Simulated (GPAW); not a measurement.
# SiO2 (Quartz): G0W0 with GPAW, start to end

Aim: the G0W0 gap of SiO2 (Quartz) on PBE, step by step.

Program: GPAW 26.7.0. Level of theory: PBE and many-body steps on it, plane waves. Results are calculated unless marked as measured.

## (1) Set-up

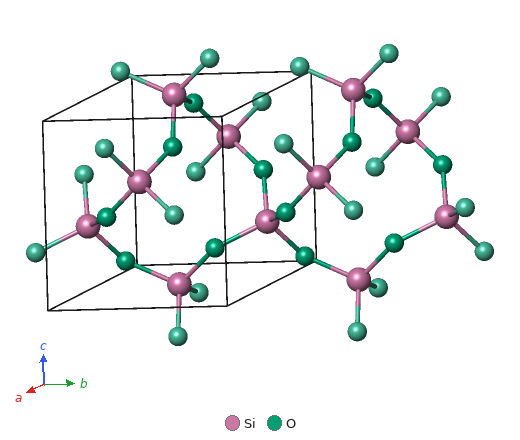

Start, viewed slightly off an axis; silicon pink, oxygen teal. 1×2×1 cells are drawn. Some periodic images of atoms are drawn too.

Structure file:

```
Si O
1.0
     4.91580    0.00000    0.00000
    -2.45790    4.25721    0.00000
     0.00000    0.00000    5.40910
Si O
3 6
Direct
  0.53030 0.00000 0.33333
  0.00000 0.53030 0.66667
  0.46970 0.46970 0.00000
  0.14620 0.41420 0.88100
  0.58580 0.73200 0.21433
  0.26800 0.85380 0.54767
  0.41420 0.14620 0.11900
  0.73200 0.58580 0.78567
  0.85380 0.26800 0.45233
```

The cell and positions come from the Crystallography Open Database and are kept as given unless a step says otherwise.

## (2) Ground state

This step: GPAW 26.7.0; DFT, PBE, plane waves, PAW.

The ground-state density comes first.

Contents of run.py:

```python
import json
import numpy as np
from gpaw.mpi import world
from ase import Atoms
from gpaw import GPAW, PW, FermiDirac

atoms = Atoms(['Si', 'Si', 'Si', 'O', 'O', 'O', 'O', 'O', 'O'],
    cell=[[4.9158000000, 0.0000000000, 0.0000000000],
      [-2.4579000000, 4.2572076799, 0.0000000000],
      [0.0000000000, 0.0000000000, 5.4091000000]],
    scaled_positions=[[0.5303000000, 0.0000000000, 0.3333333333],
      [0.0000000000, 0.5303000000, 0.6666666667],
      [0.4697000000, 0.4697000000, 0.0000000000],
      [0.1462000000, 0.4142000000, 0.8810000000],
      [0.5858000000, 0.7320000000, 0.2143333333],
      [0.2680000000, 0.8538000000, 0.5476666667],
      [0.4142000000, 0.1462000000, 0.1190000000],
      [0.7320000000, 0.5858000000, 0.7856666667],
      [0.8538000000, 0.2680000000, 0.4523333333]],
    pbc=(True, True, True))
calc = GPAW(mode=PW(600),
    xc='PBE',
    kpts={'size': (6, 6, 4), 'gamma': True},
    occupations=FermiDirac(0.001),
    nbands=-10,
    convergence={'density': 1e-6, 'bands': -3},
    maxiter=100,
    txt='gs.txt')
atoms.calc = calc
res = {'energy': atoms.get_potential_energy()}
kpts = calc.get_ibz_k_points()
res['kpts'] = kpts
res['eigenvalues'] = [calc.get_eigenvalues(kpt=k) for k in range(len(kpts))]
res['n_electrons'] = calc.get_number_of_electrons()
calc.write('gs.gpw')

if world.rank == 0:
    with open('result.json', 'w') as f:
        json.dump(res, f, default=lambda x: x.tolist())
```

Launch:

```bash
> mpirun -n 4 gpaw python run.py
```

Numbers of over 12 decimals in the logs are rounded to 6 here.

The program printed:

```text
__  _  _
 | _ |_)|_||  |
 |__||  | ||/\| - 26.7.0

Input parameters:
  mode=PW(ecut=600.0),
  convergence={'density': 1e-06, 'bands': -3},
  kpts=MonkhorstPack(size=(6, 6, 4), gamma=True),
  maxiter=100,
  nbands=-10,
  occupations=Occupations(name='fermi-dirac', width=0.001, fixmagmom=False),
  xc=XC(name='PBE')
  [... matrices ...]
Diagonalizing LCAO Hamiltonian
Converting LCAO to pw mode

           O      O
         SiO

                    O
               O
                 Si
               Oi

Atoms  # Å, Bohr magnetons
|   | symbol |         x |        y |        z |    initial magnetic moments |
| 0 |     Si |  2.606849 | 0.000000 | 1.803033 | ( 0.0000,  0.0000,  0.0000) |
| 1 |     Si | -1.303424 | 2.257597 | 3.606067 | ( 0.0000,  0.0000,  0.0000) |
| 2 |     Si |  1.154476 | 1.999610 | 0.000000 | ( 0.0000,  0.0000,  0.0000) |
| 3 |      O | -0.299372 | 1.763335 | 4.765417 | ( 0.0000,  0.0000,  0.0000) |
| 4 |      O |  1.080493 | 3.116276 | 1.159350 | ( 0.0000,  0.0000,  0.0000) |
| 5 |      O | -0.781121 | 3.634804 | 2.962384 | ( 0.0000,  0.0000,  0.0000) |
| 6 |      O |  1.676779 | 0.622404 | 0.643683 | ( 0.0000,  0.0000,  0.0000) |
| 7 |      O |  2.158528 | 2.493872 | 4.249750 | ( 0.0000,  0.0000,  0.0000) |
| 8 |      O |  3.538393 | 1.140932 | 2.446716 | ( 0.0000,  0.0000,  0.0000) |

Unit cell  # Å
| periodic |         x |        y |        z |  lengths |     angles |
|      yes |  4.915800 | 0.000000 | 0.000000 | 4.915800 |  90.000000 |
|      yes | -2.457900 | 4.257208 | 0.000000 | 4.915800 |  90.000000 |
|      yes |  0.000000 | 0.000000 | 5.409100 | 5.409100 | 120.000000 |

Number of symmetries: 2
Symmetry operations  # r_c * U_cc + t_c -> r_c
|   | kind |            matrix            |
| 0 |  E   |  1, 0, 0,  0, 1, 0,  0, 0, 1 |
| 1 |  C2  |  0, 1, 0,  1, 0, 0,  0, 0,-1 |

BZ-sampling:
  Number of BZ points: 144
  Number of IBZ points: 47

  Monkhorst-Pack size: [6, 6, 4]
  Monkhorst-Pack shift: [0.083333, 0.083333, 0.125]

K-points  # in reciprocal-cell coordinates
|     |                                coordinates |     weight |
|   0 | (  0.00000000,   0.00000000,   0.00000000) | 0.00694444 |
|   1 | (  0.00000000,   0.00000000,   0.25000000) | 0.01388889 |
|   2 | (  0.00000000,   0.00000000,   0.50000000) | 0.00694444 |
|   3 | (  0.16666667,  -0.16666667,  -0.25000000) | 0.01388889 |
|   4 | (  0.16666667,  -0.16666667,   0.00000000) | 0.01388889 |
|   5 | (  0.16666667,  -0.16666667,   0.25000000) | 0.01388889 |
|   6 | (  0.16666667,  -0.16666667,   0.50000000) | 0.01388889 |
|   7 | (  0.16666667,   0.00000000,  -0.25000000) | 0.02777778 |
|   8 | (  0.16666667,   0.00000000,   0.00000000) | 0.02777778 |
|   9 | (  0.16666667,   0.00000000,   0.25000000) | 0.02777778 |
| ... |                                            |            |
|  46 | (  0.50000000,   0.50000000,   0.50000000) | 0.00694444 |

Plane wave coefficients: 3799
Cutoff: 600.0 eV

Spin-components: 1 (collinear spins)
Bands:           34
Projectors:      45
Spin-degeneracy: 2
Datatype:        complex128

  Storage: CPU
  Wave functions: 95_956_704 bytes (23_989_176 per core)
  Projectors: 79_023_168 bytes (19_755_792 per core)
  [... matrices ...]
Parallelization:
  kpt:    4
  domain: 1
  band:   1

Density:
  Valence electrons: 48.0
  Components: 1
  Grid points: [28 28 32]
  Charge: 0.0  # |e|

Potential:
  Grid points: [28 28 32]

species:
  Si:
    name:    Silicon
    Z:       14.0
    valence: 4
    core:    10
    charge:  0.0  # [|e|]
    compensation charges:
      type: gauss
      rc: 0.33  # [Å]
      lmax: 2
    cutoffs:
      filter: 1.86  # [Å]
      core: 2.06  # [Å]
    projectors
    | kind |    occ | energy [eV] | rcut [Å] |
    |   3s |  2.000 |     -10.812 |    1.058 |
    |   3p |  2.000 |      -4.081 |    1.058 |
    |    s |        |      16.399 |    1.058 |
    |    p |        |      23.130 |    1.058 |
    |    d |        |       0.000 |    1.058 |

    Using partial waves for Si as LCAO basis

  O:
    name:    Oxygen
    Z:       8.0
    valence: 6
    core:    2
    charge:  0.0  # [|e|]
    compensation charges:
      type: gauss
      rc: 0.21  # [Å]
      lmax: 2
    cutoffs:
      filter: 1.17  # [Å]
      core: 0.83  # [Å]
    projectors
    | kind |    occ | energy [eV] | rcut [Å] |
    |   2s |  2.000 |     -23.961 |    0.688 |
    |   2p |  4.000 |      -9.029 |    0.598 |
    |    s |        |       3.251 |    0.688 |
    |    p |        |      18.182 |    0.598 |
    |    d |        |       0.000 |    0.619 |

    Using partial waves for O as LCAO basis

Reference energy: -35904.146557  # eV

eigensolver:
  PPCG
  Converge bands: -3
  niter=2

density mixing:
  MSR1-Mixer
  Pratt-step length: 0.05
  Maximum mixing coefficient: 0.75
  Old densities: 10
  SVD Regularization: 0.005
  Good broyden scale: 1.0
  Trust region scale: 1.0
  Backstep threshold: 4.0
  History deletion threshold: 6.0
  Fourier metric: weight=20.0, sigma=0.015

occupation numbers:
  Fermi-Dirac:
    width: 0.0010  # eV

poisson solver:
  ecut: 4800.0  # eV

xc functional:
  name: PBE with 2 nearest neighbor stencil

Initialization done in: 5.152 s

convergence criteria:
- Maximum integral of absolute [dens]ity change: 1e-06 electrons / valence electron
- Maximum [total energy] change in last 3 cyles: 0.0005 eV / valence electron
- Maximum integral of absolute [eigenst]ate change: 4e-08 eV^2 / valence electron
maximum number of iterations: 100

SCF iterations
|iter     |     time |      energy | eigst |  dens |
|iter:   1|  |  -79.231233 | +0.61 |       |
|iter:   2|  |  -77.190009 | -0.52 | -0.69 |
|iter:   3|  |  -70.854265 | -0.35 | -0.74 |
|iter:   4|  |  -70.966360 | -1.47 | -1.37 |
|iter:   5|  |  -71.016567 | -2.26 | -1.66 |
|iter:   6|  |  -71.016843 | -2.75 | -2.79 |
|iter:   7|  |  -71.016884c| -2.97 | -3.27 |
|iter:   8|  |  -71.016885c| -3.30 | -3.91 |
|iter:   9|  |  -71.016885c| -4.23 | -4.27 |
|iter:  10|  |  -71.016885c| -4.94 | -5.06 |
|iter:  11|  |  -71.016885c| -5.28 | -5.58 |
|iter:  12|  |  -71.016885c| -5.85 | -5.94 |
|iter:  13|  |  -71.016885c| -6.45 | -6.32c|
|iter:  14|  |  -71.016885c| -6.71 | -7.34c|
|iter:  15|  |  -71.016885c| -6.89 | -7.98c|
|iter:  16|  |  -71.016885c| -7.10 | -8.52c|
|iter:  17|  |  -71.016885c| -7.20 | -9.41c|
|iter:  18|  |  -71.016885c| -7.40c| -9.82c|

Converged in 18 steps
SCF loop duration: 55.786 s (3.099 s/step)
Energy contributions relative to reference atoms: (reference = -35904.146557)
  [... matrices ...]
Energy contributions:
  Kinetic:          91.869004
  Coulomb:         -83.608332
  Zero:              0.764630
  External:          0.000000
  Xc:              -80.042188
  Entropy:          -0.000000
  Spinorbit:         0.000000
  ----------------------------
  Free energy:     -71.016885
  Extrapolated:    -71.016885

dipole moment: (-5.236331, -9.069591, -11.523628)  # |e|*Ang

Fermi level: 2.684
Eigenvalues  # (at kpt = [0.000, 0.000, 0.000])
| band index |      eig [eV] | occ [0-2] |
|          0 |       -18.038 |     2.000 |
|        ... |               |           |
|         16 |        -0.105 |     2.000 |
|         17 |        -0.105 |     2.000 |
|         18 |        -0.081 |     2.000 |
|         19 |         0.382 |     2.000 |
|         20 |         0.382 |     2.000 |
|         21 |         0.702 |     2.000 |
|         22 |         1.072 |     2.000 |
|         23 |         1.072 |     2.000 |
|         24 |         7.421 |     0.000 |
[...]
|         28 |        11.151 |     0.000 |
|         29 |        12.395 |     0.000 |
|         30 |        13.086 |     0.000 |
|         31 |        13.637 |     0.000 |
|        ... |               |           |
|         33 |        14.373 |     0.000 |

Gap: 6.031 eV
Transition (v -> c):
  (s=0, k=30, n=23, [0.33, 0.33, 0.00]) -> (s=0, k=0, n=24, [0.00, 0.00, 0.00])
Direct/indirect transitions are different
Direct gap: 6.349 eV
Transition at: (s=0, k=0, n=23, [0.00, 0.00, 0.00])
# Writing to gs.gpw (mode='')
  [... matrices ...]
```

Wall time 64 s (4 MPI ranks of Intel Xeon Platinum 8375C at 2.90GHz (Ice Lake), shared host); peak memory 0.94 GiB.

This step gave:

- total energy: -71.0169 eV
- gap: 6.031 eV
- k of the valence top: 0.3333, 0.3333, 0
- k of the conduction bottom: 0, 0, 0
- least direct gap: 6.349 eV

The gap is indirect, with the least direct gap 0.32 eV higher.

## (3) Bands along the symmetry lines

Levels along a band path, at the cheap level, show where the edges lie and whether the meshes to come will hold them.

Contents of run.py:

```python
import json
import numpy as np
from gpaw.mpi import world
from gpaw import GPAW

path = [[0.000000, 0.000000, 0.000000],
    [0.062500, 0.000000, 0.000000],
    [0.125000, 0.000000, 0.000000],
    [0.187500, 0.000000, 0.000000],
    [0.250000, 0.000000, 0.000000],
    [0.312500, 0.000000, 0.000000],
    [0.375000, 0.000000, 0.000000],
    [0.437500, 0.000000, 0.000000],
    [0.500000, 0.000000, 0.000000],
    [0.479167, 0.041667, 0.000000],
    [0.458333, 0.083333, 0.000000],
    [0.437500, 0.125000, 0.000000],
    [0.416667, 0.166667, 0.000000],
    [0.395833, 0.208333, 0.000000],
    [0.375000, 0.250000, 0.000000],
    [0.354167, 0.291667, 0.000000],
    [0.333333, 0.333333, 0.000000],
    [0.291667, 0.291667, 0.000000],
    [0.250000, 0.250000, 0.000000],
    [0.208333, 0.208333, 0.000000],
    [0.166667, 0.166667, 0.000000],
    [0.125000, 0.125000, 0.000000],
    [0.083333, 0.083333, 0.000000],
    [0.041667, 0.041667, 0.000000],
    [0.000000, 0.000000, 0.000000],
    [0.000000, 0.000000, 0.062500],
    [0.000000, 0.000000, 0.125000],
    [0.000000, 0.000000, 0.187500],
    [0.000000, 0.000000, 0.250000],
    [0.000000, 0.000000, 0.312500],
    [0.000000, 0.000000, 0.375000],
    [0.000000, 0.000000, 0.437500],
    [0.000000, 0.000000, 0.500000],
    [0.062500, 0.000000, 0.500000],
    [0.125000, 0.000000, 0.500000],
    [0.187500, 0.000000, 0.500000],
    [0.250000, 0.000000, 0.500000],
    [0.312500, 0.000000, 0.500000],
    [0.375000, 0.000000, 0.500000],
    [0.437500, 0.000000, 0.500000],
    [0.500000, 0.000000, 0.500000],
    [0.479167, 0.041667, 0.500000],
    [0.458333, 0.083333, 0.500000],
    [0.437500, 0.125000, 0.500000],
    [0.416667, 0.166667, 0.500000],
    [0.395833, 0.208333, 0.500000],
    [0.375000, 0.250000, 0.500000],
    [0.354167, 0.291667, 0.500000],
    [0.333333, 0.333333, 0.500000],
    [0.291667, 0.291667, 0.500000],
    [0.250000, 0.250000, 0.500000],
    [0.208333, 0.208333, 0.500000],
    [0.166667, 0.166667, 0.500000],
    [0.125000, 0.125000, 0.500000],
    [0.083333, 0.083333, 0.500000],
    [0.041667, 0.041667, 0.500000],
    [0.000000, 0.000000, 0.500000],
    [0.500000, 0.000000, 0.500000],
    [0.500000, 0.000000, 0.437500],
    [0.500000, 0.000000, 0.375000],
    [0.500000, 0.000000, 0.312500],
    [0.500000, 0.000000, 0.250000],
    [0.500000, 0.000000, 0.187500],
    [0.500000, 0.000000, 0.125000],
    [0.500000, 0.000000, 0.062500],
    [0.500000, -0.000000, 0.000000],
    [0.333333, 0.333333, 0.500000],
    [0.333333, 0.333333, 0.437500],
    [0.333333, 0.333333, 0.375000],
    [0.333333, 0.333333, 0.312500],
    [0.333333, 0.333333, 0.250000],
    [0.333333, 0.333333, 0.187500],
    [0.333333, 0.333333, 0.125000],
    [0.333333, 0.333333, 0.062500],
    [0.333333, 0.333333, 0.000000]]
calc = GPAW('gs.gpw').fixed_density(kpts=path,
    symmetry='off',
    nbands=34,
    convergence={'bands': 30},
    txt='bands.txt')
res = {}
kpts = calc.get_ibz_k_points()
res['kpts'] = kpts
res['eigenvalues'] = [calc.get_eigenvalues(kpt=k) for k in range(len(kpts))]
res['n_electrons'] = calc.get_number_of_electrons()

if world.rank == 0:
    with open('result.json', 'w') as f:
        json.dump(res, f, default=lambda x: x.tolist())
```

Launch:

```bash
> mpirun -n 4 gpaw python run.py
```

The program printed:

```text
Diagonalizing LCAO Hamiltonian
Converting LCAO to pw mode
convergence criteria:
- Maximum integral of absolute [eigenst]ate change: 4e-08 eV^2 / valence electron
maximum number of iterations: 100

SCF iterations
|iter     |     time |      energy | eigst |  dens |
|iter:   1|  |             | +0.63 |       |
|iter:   2|  |             | -0.64 |       |
|iter:   3|  |             | -1.35 |       |
[...]
|iter:  21|  |             | -7.19 |       |
|iter:  22|  |             | -7.38 |       |
|iter:  23|  |             | -7.59c|       |
SCF steps: 23
  __  _  _
 | _ |_)|_||  |
 |__||  | ||/\| - 26.7.0

Input parameters:
  mode=PW(ecut=600.0),
  convergence={'bands': 30},
  gpts=array([28, 28, 32]),
  kpts=KPoints(kpts=array([[ 0.      ,  0.      ,  0.      ],
         [ 0.0625  ,  0.      ,  0.      ],
         [ 0.125   ,  0.      ,  0.      ],
         [ 0.1875  ,  0.      ,  0.      ],
[...]
[ 0.479167,  0.041667,  0.      ],
         [ 0.458333,  0.083333,  0.      ],
[...]
[ 0.416667,  0.166667,  0.      ],
[...]
[ 0.5     ,  0.      ,  0.0625  ],
         [ 0.5     , -0.      ,  0.      ],
[...]
[ 0.333333,  0.333333,  0.125   ],
         [ 0.333333,  0.333333,  0.0625  ],
         [ 0.333333,  0.333333,  0.      ]])),
  maxiter=100,
  nbands=34,
  occupations=Occupations(name='fermi-dirac', width=0.001, fixmagmom=False),
  parallel={},
  symmetry=Symmetry(point_group=False, time_reversal=False),
  xc=XC(name='PBE')
  [... matrices ...]
timing:  # [seconds]
  Total: 0.556  # ━━━━━━━━━━━━━━━━━━━━━━━━━━━━━━━━━━━━━━━━━━━━━━━━━━━━━━━━━━━
```

Elapsed: 2.1 min, on 4 MPI ranks; peak memory 1.1 GiB; 6.8 min of CPU time.

Numbers from this step:

| Item | Value |
| --- | --- |
| gap | 6.031 eV |
| k of the valence top | 0.3333, 0.3333, 0 |
| k of the conduction bottom | 0, 0, 0 |
| least direct gap | 6.328 eV |

The gap is 6.031 eV, as in the run before at this level.

The electronic bands at the labelled points (eV, zero at the top of the highest filled band):

```csv
point,band 21,band 22,band 23,band 24,band 25,band 26,band 27,band 28
Γ,-1.01,-0.69,-0.32,-0.32,6.03,9.30,9.30,9.76
M,-1.04,-0.79,-0.27,-0.04,8.30,9.02,9.71,9.73
K,-1.24,-0.44,-0.44,0.00,8.96,8.96,9.42,10.37
Γ,-1.01,-0.69,-0.32,-0.32,6.03,9.30,9.30,9.76
A,-1.21,-0.22,-0.22,-0.09,7.98,7.98,9.04,9.73
L,-0.89,-0.84,-0.61,-0.19,8.97,9.43,9.69,9.83
H,-0.94,-0.77,-0.59,-0.59,9.06,9.80,9.80,10.12
A,-1.21,-0.22,-0.22,-0.09,7.98,7.98,9.04,9.73
jump to L,-0.89,-0.84,-0.61,-0.19,8.97,9.43,9.69,9.83
M,-1.04,-0.79,-0.27,-0.04,8.30,9.02,9.71,9.73
jump to H,-0.94,-0.77,-0.59,-0.59,9.06,9.80,9.80,10.12
K,-1.24,-0.44,-0.44,0.00,8.96,8.96,9.42,10.37
```

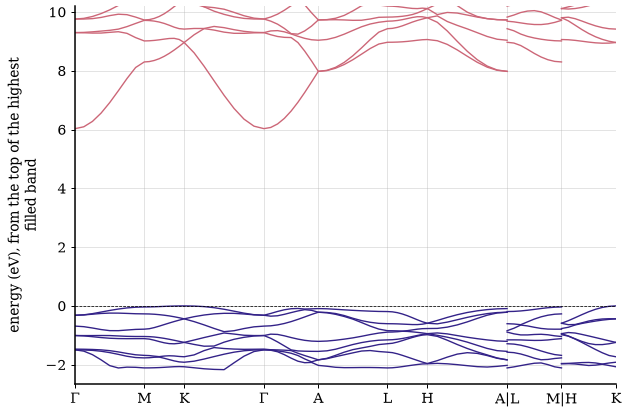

Electronic bands along the path; lines of filled and empty bands in two colours.

## (4) Empty states on the mesh, 3×3×4 mesh, 267 bands

The sums over transitions need many empty states on a uniform mesh; this step solves for them.

Contents of run.py:

```python
import json
import numpy as np
from gpaw.mpi import world
from gpaw import GPAW

calc = GPAW('gs.gpw').fixed_density(kpts={'size': (3, 3, 4), 'gamma': True},
    nbands=311,
    convergence={'bands': 267},
    txt='nscf.txt')
calc.write('full.gpw', mode='all')
res = {}
kpts = calc.get_ibz_k_points()
res['kpts'] = kpts
res['eigenvalues'] = [calc.get_eigenvalues(kpt=k) for k in range(len(kpts))]
res['n_electrons'] = calc.get_number_of_electrons()

if world.rank == 0:
    with open('result.json', 'w') as f:
        json.dump(res, f, default=lambda x: x.tolist())
```

Launch:

```bash
> mpirun -n 4 gpaw python run.py
```

The program printed:

```text
Diagonalizing LCAO Hamiltonian
Converting LCAO to pw mode
convergence criteria:
- Maximum integral of absolute [eigenst]ate change: 4e-08 eV^2 / valence electron
maximum number of iterations: 100

SCF iterations
|iter     |     time |      energy | eigst |  dens |
|iter:   1|  |             | +4.39 |       |
|iter:   2|  |             | +3.23 |       |
|iter:   3|  |             | +2.14 |       |
[...]
|iter:  14|  |             | -6.69 |       |
|iter:  15|  |             | -7.25 |       |
|iter:  16|  |             | -7.56c|       |
SCF steps: 16
  __  _  _
 | _ |_)|_||  |
 |__||  | ||/\| - 26.7.0

Input parameters:
  mode=PW(ecut=600.0),
  convergence={'bands': 267},
  gpts=array([28, 28, 32]),
  kpts=MonkhorstPack(size=(3, 3, 4), gamma=True),
  maxiter=100,
  nbands=311,
  occupations=Occupations(name='fermi-dirac', width=0.001, fixmagmom=False),
  parallel={},
  xc=XC(name='PBE')
# Writing to full.gpw (mode='all')
  [... matrices ...]

timing:  # [seconds]
  Total: 0.296  # ━━━━━━━━━━━━━━━━━━━━━━━━━━━━━━━━━━━━━━━━━━━━━━━━━━━━━━━━━━━
```

It took 3.9 min on 4 MPI ranks; peak memory 1.4 GiB; 14 min of CPU time.

Numbers from this step:

| Quantity | Value |
| --- | --- |
| gap | 6.031 eV |
| k of the valence top | 0.3333, 0.3333, 0 |
| k of the conduction bottom | 0, 0, 0 |
| least direct gap | 6.349 eV |
| k points computed | 14 |
| lowest point of the top converged band, above the valence top | 91.6551 eV |

On this mesh the gap is 6.031 eV.

[end of part 1 of 2]

[Paths, hosts, dates, memory and timing lines, banners, echoed tables and standing remarks are left out of the program output.]

[Logs are printed without paths, hosts, clocks, repeated set-up lines and the standing remarks that a program may print on its own settings, such as how far it seeks lower states.]

[Runs of the session that timed out or met a known fault of the program may be left out.]

[Hosts, paths, dates, database ids (printed as entryN), source tags and the programs' standing remarks are cut or masked in the printed files.]
